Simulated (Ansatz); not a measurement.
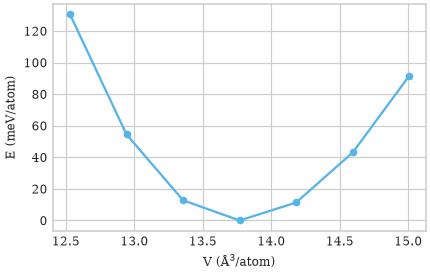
*Ru (hcp (Mg type), P6_3/mmc) under volume change, PBE (plane waves, PAW; program Ansatz), shape and atoms relaxed at each volume.*

### Question
What does a third-order Birch–Murnaghan fit give for V₀, B₀ and B′?

### Answer
V₀ = 13.77 Å³/atom, B₀ = 312 GPa, B′ = 4.9.

Symmetry was held in the PBE relaxation. No spin polarisation was allowed.

Potentials: the earlier of the program's two PAW sets.
